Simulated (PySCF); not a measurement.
**Two runs on C₅H₄F₆O₂**

System: C₅H₄F₆O₂ (MeOCOCH(CF3)2), SMILES COC(=O)C(C(F)(F)F)C(F)(F)F.
Method of run 1: GIAO PBE0/pcSseg-1 NMR shielding, non-relativistic, IEF-PCM chloroform (PySCF 2.14.0).

The geometry comes from this level: PBE0-D3(BJ)/def2-SVP. Text and figures count atoms from 1; the logs count them from 0 in places.

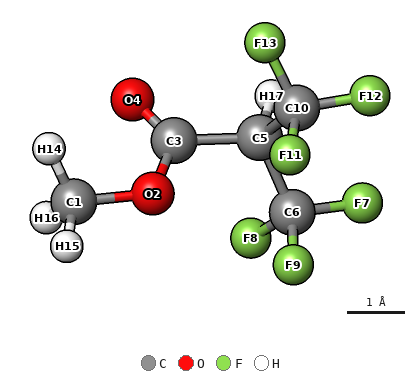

The structure (ball-and-stick view, seen at a tilt; atoms are numbered from 1 in the order of the input). Bond lengths as drawn: C–C 1.52 to 1.53 Å, C–F 1.33 to 1.34 Å, C–H 1.10 Å and C–O 1.20 to 1.42 Å.

**The input, run 1**
```
{"job": {"kind": "nmr", "xc": "PBE0", "basis": "pcSseg-1", "solvent": "chloroform", "pop": false}, "charge": 0, "multiplicity": 1}
C      2.522418     0.437142     0.756386
O      1.118328     0.266529     0.612715
C      0.689801    -0.053951    -0.599357
O      1.387936    -0.215671    -1.559097
C     -0.827724    -0.196281    -0.632350
C     -1.533482     1.090701    -0.213917
F     -2.811855     1.065538    -0.584211
F     -0.954030     2.128297    -0.822556
F     -1.488391     1.306114     1.093166
C     -1.297943    -1.426429     0.138142
F     -1.095378    -1.324064     1.444358
F     -2.596030    -1.639929    -0.061392
F     -0.631858    -2.498321    -0.297372
H      3.053324    -0.481403     0.469312
H      2.694023     0.666311     1.813472
H      2.875129     1.262624     0.121779
H     -1.088744    -0.369617    -1.684631
```

The first line tells a small driver script what to run in PySCF; the rest is the geometry in Å.

Launched with:
```bash
OMP_NUM_THREADS=1 python <driver script> task.json out
```

Hardware: 1 CPU thread, shared host.

**Output (run 1)**
```
coarse grid: 16600 points
cycle   1  E = -940.9515693724  dE =  2.554e+00  |g| = 1.485e+00  |ddm| = 3.696e+00
cycle   2  E = -940.2916401299  dE =  6.599e-01  |g| = 2.511e+00  |ddm| = 2.341e+00
cycle   3  E = -941.3106241600  dE = -1.019e+00  |g| = 3.235e-01  |ddm| = 1.712e+00
cycle   4  E = -941.3271948995  dE = -1.657e-02  |g| = 1.319e-01  |ddm| = 2.621e-01
cycle   5  E = -941.3299511958  dE = -2.756e-03  |g| = 3.150e-02  |ddm| = 8.077e-02
cycle   6  E = -941.3301446851  dE = -1.935e-04  |g| = 6.481e-03  |ddm| = 2.557e-02
cycle   7  E = -941.3301519073  dE = -7.222e-06  |g| = 2.118e-03  |ddm| = 4.384e-03
final grid: 169568 points
cycle   8  E = -941.4653310384  dE = -5.976e-05  |g| = 1.508e-02  |ddm| = 3.053e-02
cycle   9  E = -941.4652745598  dE =  5.648e-05  |g| = 2.369e-02  |ddm| = 2.192e-02
cycle  10  E = -941.4653694728  dE = -9.491e-05  |g| = 2.236e-03  |ddm| = 1.383e-02
cycle  11  E = -941.4653703288  dE = -8.560e-07  |g| = 5.479e-04  |ddm| = 1.483e-03
cycle  12  E = -941.4653703721  dE = -4.329e-08  |g| = 2.195e-04  |ddm| = 4.389e-04
cycle  13  E = -941.4653703822  dE = -1.011e-08  |g| = 2.580e-05  |ddm| = 1.528e-04
cycle  14  E = -941.4653703824  dE = -1.180e-10  |g| = 7.385e-06  |ddm| = 2.233e-05
converged SCF energy = -941.4653703824

GIAO shielding tensors (ppm)
atom      isotropic    diamagn.    paramagn.     s11        s22        s33       span
  0 C      129.914     243.005    -113.090     97.289    113.921    178.534     81.245
  1 O      131.905     404.321    -272.416    -58.836    211.703    242.847    301.684
  2 C       17.341     251.700    -234.359    -83.912     62.658     73.278    157.189
  3 O     -125.118     402.704    -527.822   -407.855   -245.801    278.301    686.156
  4 C      126.544     254.900    -128.356    119.619    124.023    135.991     16.372
  5 C       57.426     241.381    -183.955     51.502     59.339     61.437      9.935
  6 F      247.509     469.903    -222.394    170.196    243.056    329.274    159.078
  7 F      250.951     474.784    -223.832    176.642    240.130    336.083    159.441
  8 F      261.069     475.226    -214.157    185.873    271.019    326.315    140.442
  9 C       57.465     241.779    -184.313     51.681     59.128     61.587      9.906
 10 F      260.250     475.699    -215.450    184.696    270.338    325.715    141.019
 11 F      250.774     470.134    -219.360    173.412    249.316    329.594    156.181
 12 F      249.232     474.238    -225.006    172.538    240.780    334.380    161.843
 13 H       27.307      27.851      -0.544     23.373     25.026     33.521     10.149
 14 H       27.243      27.587      -0.344     23.190     25.559     32.979      9.790
 15 H       27.377      27.771      -0.395     23.335     25.076     33.719     10.384
 16 H       27.506      30.637      -3.131     25.940     26.821     29.756      3.816
```

For run 2 the input was changed thus:
```diff
-"solvent": "chloroform"
-"pop": false
+"solvent": "acetonitrile"
+"pop": true
```

How does run 2 compare with run 1?

The total energy of run 2 is 1.6 kcal/mol lower: the change of the electrostatic solvation energy at this fixed geometry, without cavity or dispersion terms. Of all shieldings, the largest change is that of O4, by +5.5 ppm. The number of SCF iterations is the same.

**Output (run 2)**
```
coarse grid: 16600 points
cycle   1  E = -940.9573506883  dE =  2.548e+00  |g| = 1.480e+00  |ddm| = 3.696e+00
cycle   2  E = -940.3273506981  dE =  6.300e-01  |g| = 2.474e+00  |ddm| = 2.277e+00
cycle   3  E = -941.3156580206  dE = -9.883e-01  |g| = 3.030e-01  |ddm| = 1.647e+00
cycle   4  E = -941.3299371993  dE = -1.428e-02  |g| = 1.281e-01  |ddm| = 2.443e-01
cycle   5  E = -941.3325394556  dE = -2.602e-03  |g| = 3.020e-02  |ddm| = 7.795e-02
cycle   6  E = -941.3327160439  dE = -1.766e-04  |g| = 6.106e-03  |ddm| = 2.437e-02
cycle   7  E = -941.3327224157  dE = -6.372e-06  |g| = 2.019e-03  |ddm| = 4.068e-03
final grid: 169568 points
cycle   8  E = -941.4678951705  dE = -6.038e-05  |g| = 1.495e-02  |ddm| = 3.046e-02
cycle   9  E = -941.4678418245  dE =  5.335e-05  |g| = 2.325e-02  |ddm| = 2.143e-02
cycle  10  E = -941.4679330812  dE = -9.126e-05  |g| = 2.027e-03  |ddm| = 1.336e-02
cycle  11  E = -941.4679337837  dE = -7.025e-07  |g| = 5.391e-04  |ddm| = 1.357e-03
cycle  12  E = -941.4679338251  dE = -4.138e-08  |g| = 2.188e-04  |ddm| = 4.235e-04
cycle  13  E = -941.4679338350  dE = -9.843e-09  |g| = 2.582e-05  |ddm| = 1.492e-04
cycle  14  E = -941.4679338351  dE = -1.210e-10  |g| = 7.158e-06  |ddm| = 2.195e-05
converged SCF energy = -941.4679338351

GIAO shielding tensors (ppm)
atom      isotropic    diamagn.    paramagn.     s11        s22        s33       span
  0 C      129.776     243.054    -113.279     96.778    113.729    178.820     82.042
  1 O      130.436     404.487    -274.051    -61.506    209.348    243.465    304.971
  2 C       16.859     251.729    -234.870    -83.390     60.645     73.321    156.711
  3 O     -119.622     403.006    -522.627   -399.369   -239.205    279.709    679.077
  4 C      126.748     254.919    -128.172    119.715    124.472    136.056     16.341
  5 C       57.344     241.450    -184.106     51.690     59.135     61.208      9.517
  6 F      247.949     469.903    -221.954    170.530    243.685    329.632    159.102
  7 F      251.180     474.814    -223.634    176.720    240.469    336.351    159.631
  8 F      261.803     475.332    -213.529    186.588    271.804    327.019    140.431
  9 C       57.386     241.859    -184.473     51.871     58.949     61.339      9.468
 10 F      260.952     475.798    -214.846    185.319    271.143    326.394    141.075
 11 F      251.208     470.140    -218.932    173.725    249.910    329.988    156.263
 12 F      249.596     474.267    -224.670    172.774    241.241    334.774    162.000
 13 H       27.278      27.811      -0.533     23.354     24.979     33.501     10.147
 14 H       27.174      27.501      -0.327     23.109     25.478     32.936      9.827
 15 H       27.343      27.726      -0.384     23.312     25.023     33.693     10.381
 16 H       27.346      30.428      -3.082     25.736     26.645     29.658      3.921
```

**The two runs side by side**

```csv
quantity,run 1,run 2
outcome,converged,converged
total energy (hartree),−941.465370,−941.467934
HOMO (eV),−8.92,−8.92
LUMO (eV),−0.59,−0.57
dipole moment (D),2.01,2.02
shielding of O2 (ppm),131.9,130.4
shielding of C3 (ppm),17.3,16.9
shielding of O4 (ppm),−125.1,−119.6
shielding of F7 (ppm),247.5,247.9
shielding of F9 (ppm),261.1,261.8
shielding of F11 (ppm),260.2,261.0
shielding of F12 (ppm),250.8,251.2
SCF iterations,14,14
basis functions,241,241
wall time (shared host),2.3 min,2.5 min
```
